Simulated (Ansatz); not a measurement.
Relaxed BAs (zinc blende):

```xyz
4
Lattice="0.0000 4.7826 4.7826 2.3913 2.3913 4.7826 2.3913 2.3913 0.0000" Properties=species:S:1:pos:R:3 pbc="T T T"
As     3.5869     8.3695     8.3695
As     3.5869     5.9782     5.9782
B      0.0000     0.0000     0.0000
B      2.3913     4.7826     2.3913
```

A phonon eigenvector at X = (0.5, 0.5, 0.0) is frozen into this cell: atom i moves by Q times the vector below, so Q is the largest atomic displacement, in Å. The cell is held. (q is in reciprocal vectors of the primitive cell; the cell shown is doubled to hold the pattern.)

```
atom      x      y       z
----  -----  -----  ------
B3    0.000  0.000  -1.000
B4    0.000  0.000   1.000
```

Atoms not listed stay in place.

These are r2SCAN (plane waves to 500 eV, PAW, scalar-relativistic; Ansatz, a first-principles code) values and carry that method's errors. k mesh 12×12×12 (Γ-centred), Fermi-Dirac smearing 0.05 eV. E stands for the smeared free energy. BAs was relaxed with its symmetry unable to fall. The PAW data are Ansatz's earlier set. The zero of ΔE is the undisplaced structure.

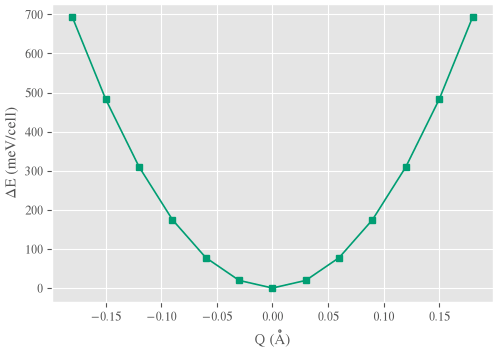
*ΔE (meV/cell) against Q (Å); markers are the computed points, lines only join them.*

Task: What is the energy change at Q = 0.180 Å?

Result: About 690 meV/cell.

Task: What harmonic wavenumber does the curvature at Q = 0 give?

Result: About 740 cm⁻¹.

(For displaced atoms, the force is minus the slope of the energy, and its curvature is a force constant, which sets phonon frequencies.)
